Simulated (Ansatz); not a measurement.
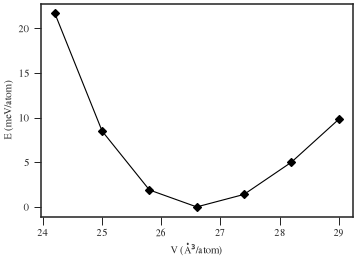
Figure. SnSe₂ (CdI2 type, space group No. 164) under volume change, the program Ansatz at the r²SCAN+D4 level (PAW), shape and atoms relaxed at each volume.

Question: What does a third-order Birch–Murnaghan fit give for V₀, B₀ and B′?

Answer: V₀ = 26.61 Å³/atom, B₀ = 21.7 GPa, B′ = 11.9.

Space group P-3m1 (CdI2 type). The cell was relaxed with r²SCAN+D4 under the symmetry of its start. Scalar-relativistic: spin–orbit coupling is off unless named, which matters more the heavier the elements.

Potentials: the later of the program's two PAW sets.
